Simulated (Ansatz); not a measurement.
# CH4Br2Si: what the fields show

The calculation's input:

```
basis:
  gaussian: {orbitals: def2-TZVPD}
crystal:
  periodic: [false, false, false]
  atoms:
    - {symbol: C, position_ang: [-0.683214, -1.159826, -0.616938]}
    - {symbol: Br, position_ang: [0.644386, -0.203168, -1.668729]}
    - {symbol: Br, position_ang: [-2.026444, -4.103355, 0.178739]}
    - {symbol: Si, position_ang: [-0.507793, -2.988421, -1.019892]}
    - {symbol: H, position_ang: [-0.489681, -0.944288, 0.442591]}
    - {symbol: H, position_ang: [-1.672050, -0.764789, -0.886491]}
    - {symbol: H, position_ang: [-0.778125, -3.222481, -2.462636]}
    - {symbol: H, position_ang: [0.845121, -3.469365, -0.635561]}
hamiltonian: {xc: pbe0}
output: {forces: true, orbitals: {seedname: orbitals}}
```

Launched as:

```sh
ansatz run input.yaml --threads 2 --pin off --max-ram 4350MiB --events-out events.jsonl --progress --plain --runs-dir runs
```

Geometry: PBE0-D3(BJ)/def2-SVP.

Theory: isolated molecule in a Gaussian basis; Kohn-Sham density functional theory, functional PBE0 in Ansatz 0.2.0.

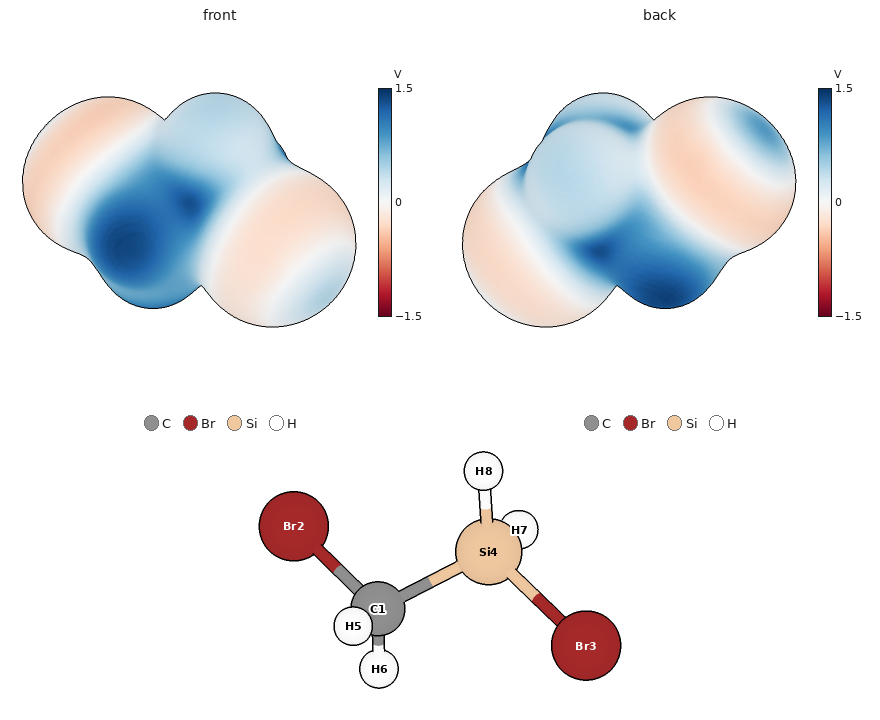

Figure 1. The electrostatic potential painted on the density surface at 0.002 e/bohr³, seen from the front and from behind; the colour scale runs from red (negative) to blue (positive). The bare structure is drawn below in the same view.

**Which sites attract a positive test charge, and which a negative one?**

A positive charge is drawn to the negative regions and a negative charge to the positive ones. The most negative region (about −0.4 V, or −9 kcal/mol for a unit charge) lies over Br2, the most positive (about +1.4 V, or +32 kcal/mol for a unit charge) over H5 and H6. Br2 shows a σ-hole: about +0.8 V, or +18 kcal/mol for a unit charge at the tip opposite its bond, against about −0.3 V on its flanks. Br3 shows a σ-hole: about +0.4 V, or +9 kcal/mol for a unit charge at the tip opposite its bond, against about −0.2 V on its flanks.

**What dipole moment does the calculation give?**

Its dipole moment is 0.49 D.

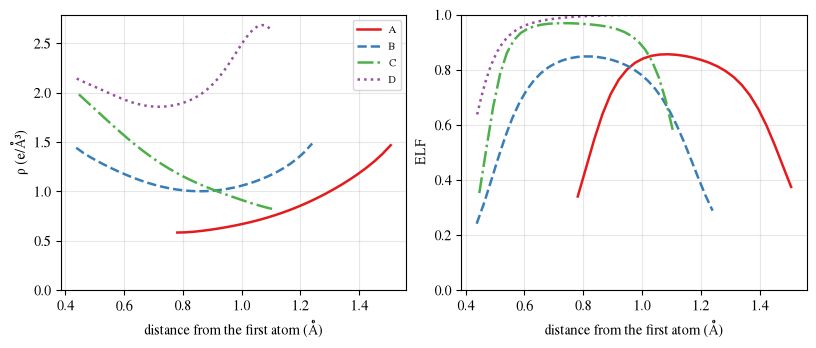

Figure 2. Total electron density and electron localisation function along straight lines between neighbouring atoms. The curves leave out the atomic cores.

**Which curve belongs to which contact (C–Br, C–H, C–Si and Si–Br)? The first atom named is at distance zero.**

Curve A: Si–Br (2.23 Å): ρ at the midpoint is about 0.76 e/Å³; the ELF peaks at about 0.85 between the atoms, as expected for a shared but strongly polarised pair. Curve B: C–Br (1.95 Å): ρ at the midpoint is about 1 e/Å³; the ELF peaks at about 0.85 between the atoms (a shared electron pair). Curve C: C–Si (1.88 Å): ρ is about 0.98 e/Å³ halfway; the ELF peaks at about 0.95 between the atoms, as expected for localised, covalent bonding. Curve D: C–H (1.10 Å): ρ at the midpoint is about 2 e/Å³; the ELF climbs to about 1 towards the hydrogen, as it does in any bond to H: an ordinary covalent bond to hydrogen.
